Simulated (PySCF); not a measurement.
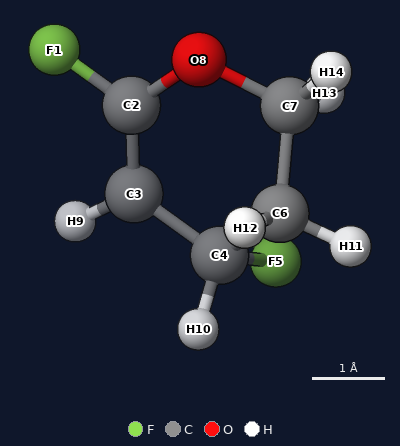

Fig. 1: The structure (ball-and-stick view, seen at a tilt; atoms are numbered from 1 in the order of the input).

# NMR shielding calculation of C₅H₆F₂O

System: C₅H₆F₂O, SMILES FC1=C[C@@H](F)CCO1.
Method: GIAO PBE0/pcSseg-1 NMR shielding, non-relativistic, gas phase (PySCF 2.14.0).

The geometry comes from this level: GFN2-xTB. Figures and captions count atoms from 1; the log counts them from 0 in places.

Output:
```
coarse grid: 12408 points
cycle   1  E = -468.3049175348  dE =  1.337e+00  |g| = 7.922e-01  |ddm| = 3.356e+00
cycle   2  E = -468.2118265822  dE =  9.309e-02  |g| = 1.115e+00  |ddm| = 1.221e+00
cycle   3  E = -468.4136490749  dE = -2.018e-01  |g| = 8.010e-02  |ddm| = 7.575e-01
cycle   4  E = -468.4147556294  dE = -1.107e-03  |g| = 3.573e-02  |ddm| = 8.725e-02
cycle   5  E = -468.4150187340  dE = -2.631e-04  |g| = 7.008e-03  |ddm| = 3.294e-02
cycle   6  E = -468.4150261279  dE = -7.394e-06  |g| = 3.474e-03  |ddm| = 6.947e-03
cycle   7  E = -468.4150284836  dE = -2.356e-06  |g| = 6.196e-04  |ddm| = 2.846e-03
final grid: 122688 points
cycle   8  E = -468.4861723582  dE = -3.823e-05  |g| = 1.116e-02  |ddm| = 3.048e-02
cycle   9  E = -468.4861427659  dE =  2.959e-05  |g| = 1.719e-02  |ddm| = 1.797e-02
cycle  10  E = -468.4861953787  dE = -5.261e-05  |g| = 1.479e-03  |ddm| = 1.126e-02
cycle  11  E = -468.4861958740  dE = -4.953e-07  |g| = 3.805e-04  |ddm| = 1.587e-03
cycle  12  E = -468.4861959029  dE = -2.887e-08  |g| = 1.358e-04  |ddm| = 3.946e-04
cycle  13  E = -468.4861959063  dE = -3.457e-09  |g| = 3.085e-05  |ddm| = 1.142e-04
cycle  14  E = -468.4861959065  dE = -1.860e-10  |g| = 6.982e-06  |ddm| = 3.076e-05
```

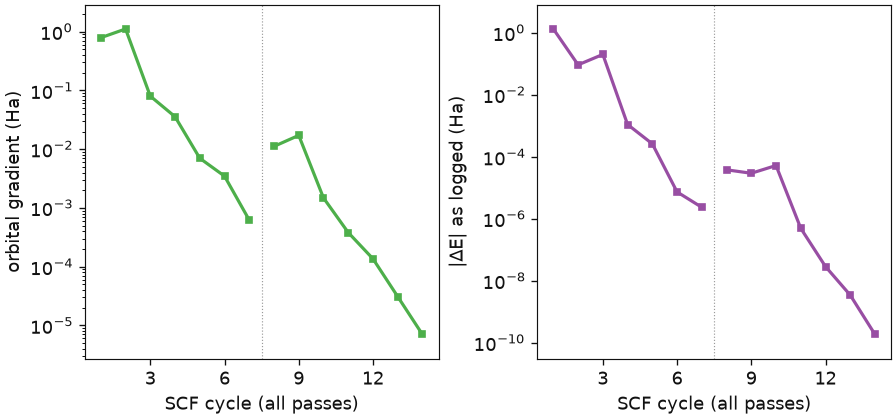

Fig. 2: Convergence of the self-consistent field: orbital gradient and size of the energy change against the SCF cycle. The dotted line marks the change from a coarse to the final integration grid. The first 7 cycles use a coarse grid, the final grid takes over at cycle 8, and the field converges after 14 cycles in all.

```
converged SCF energy = -468.4861959065

GIAO shielding tensors (ppm)
atom      isotropic    diamagn.    paramagn.     s11        s22        s33       span
  0 F      251.259     472.110    -220.851    177.908    260.305    315.564    137.656
  1 C       12.742     247.846    -235.105    -79.342     57.175     60.393    139.736
  2 C      108.103     258.267    -150.164     47.669    115.850    160.789    113.120
  3 C      102.260     241.684    -139.424     64.069     83.526    159.184     95.115
  4 F      351.954     475.224    -123.270    293.546    334.661    427.656    134.110
  5 C      154.485     249.862     -95.376    142.409    157.303    163.745     21.336
  6 C      120.873     245.617    -124.744     90.446    103.543    168.631     78.185
  7 O      200.011     397.414    -197.403     93.838    230.883    275.311    181.473
  8 H       26.888      30.204      -3.316     23.448     27.927     29.288      5.840
  9 H       26.379      29.263      -2.884     23.021     25.294     30.821      7.801
 10 H       29.867      29.876      -0.009     25.979     27.785     35.838      9.860
 11 H       30.011      30.622      -0.610     26.522     27.348     36.165      9.643
 12 H       27.236      29.575      -2.339     22.851     26.817     32.040      9.189
 13 H       27.232      28.607      -1.376     22.308     26.665     32.723     10.415
```

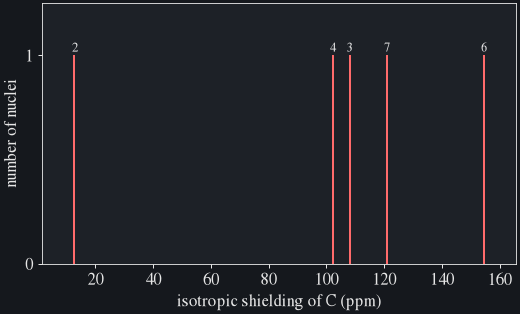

Fig. 3: Isotropic shieldings of the carbon nuclei in this fixed geometry, labelled by atom number; shielding grows to the right, so chemical shift grows to the left. The least shielded is C2 (12.7 ppm), the most shielded C6 (154.5 ppm).

This output came from the following input.

Input:
```
{"job": {"kind": "nmr", "xc": "PBE0", "basis": "pcSseg-1"}, "charge": 0, "multiplicity": 1}
F      2.753436     1.004620     0.187073
C      1.495738     0.556657     0.121624
C      1.210544    -0.734422     0.248008
C     -0.201438    -1.201707     0.089540
F     -0.758101    -1.489774     1.333950
C     -1.043375    -0.119660    -0.582961
C     -0.716744     1.225381     0.058399
O      0.651850     1.566129    -0.111373
H      1.984928    -1.445840     0.468019
H     -0.245025    -2.147411    -0.464622
H     -2.102070    -0.341078    -0.454134
H     -0.807002    -0.095632    -1.647400
H     -0.944737     1.181656     1.130896
H     -1.278683     2.040609    -0.399185
```

The first line tells a small driver script what to run in PySCF; the rest is the geometry in Å.

Launched with:
```bash
OMP_NUM_THREADS=1 python <driver script> task.json out
```

Summary:

```json
{"quantity": "outcome", "value": "converged"}
{"quantity": "total energy", "value": "−468.486196 hartree"}
{"quantity": "HOMO", "value": "−7.15 eV"}
{"quantity": "LUMO", "value": "0.50 eV"}
{"quantity": "dipole moment", "value": "2.36 D"}
{"quantity": "isotropic shielding, F", "value": "251.3 to 352.0 ppm"}
{"quantity": "isotropic shielding, C", "value": "12.7 to 154.5 ppm"}
{"quantity": "isotropic shielding, O", "value": "200.0 ppm"}
{"quantity": "isotropic shielding, H", "value": "26.4 to 30.0 ppm"}
{"quantity": "hardware", "value": "1 CPU thread, shared host"}
{"quantity": "wall time", "value": "35 s"}
{"quantity": "peak memory", "value": "0.74 GiB"}
```
